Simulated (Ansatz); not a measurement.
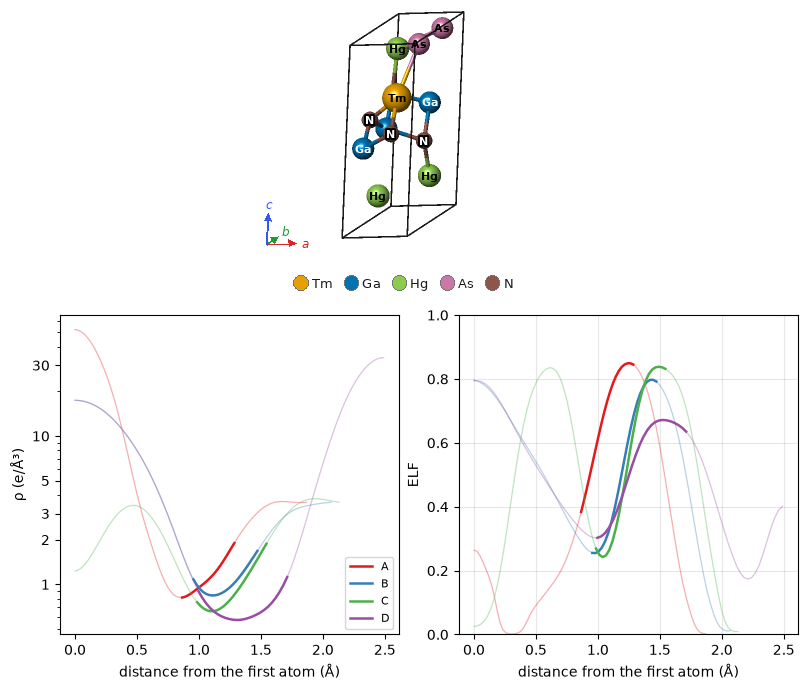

*TmGa3Hg3As2N4. Valence charge density (pseudo) and electron localisation function along straight lines between neighbouring atoms. Thin, pale parts lie inside the atomic spheres. The structure is drawn too.*

Space group P1; a structure from a database of computed crystals, not necessarily the ambient phase; a generated structure, not necessarily the stable one; changed on purpose from its base cell (volume × 0.91, shape and atoms relaxed); computed pressure about 4 GPa in this cell; computed without spin polarisation; no Hubbard U on the f states and no spin–orbit coupling.

These are results of Ansatz 0.2.0, DFT PBE, scalar-relativistic, plane waves, PAW; 4f electrons in the core of a trivalent norm-conserving potential, not measurements.

The density is the valence pseudo-density of a pseudopotential calculation; it isn't the true density close to the nuclei.

Which curve belongs to which contact (Ga–N, Hg–As, Hg–N and Tm–N)? The first atom named is at distance zero.

Curve A: Ga–N (1.87 Å): ρ is about 0.87 e/Å³ halfway; the ELF peaks at about 0.85 in the valence shell of N, 0.6 Å from its nucleus, and is about 0.50 at the midpoint. Curve B: Hg–N (2.07 Å): the density is about 0.89 e/Å³ at the midpoint; the ELF peaks at about 0.80 in the valence shell of N, 0.6 Å from its nucleus, and is about 0.25 at the midpoint. Curve C: Tm–N (2.13 Å): ρ is about 0.67 e/Å³ halfway; the ELF peaks at about 0.85 in the valence shell of N, 0.6 Å from its nucleus, and drops to about 0.25 between the two atoms: no localised pair shows between them. Curve D: Hg–As (2.49 Å): ρ is about 0.58 e/Å³ halfway; the ELF is about 0.50 at the midpoint.
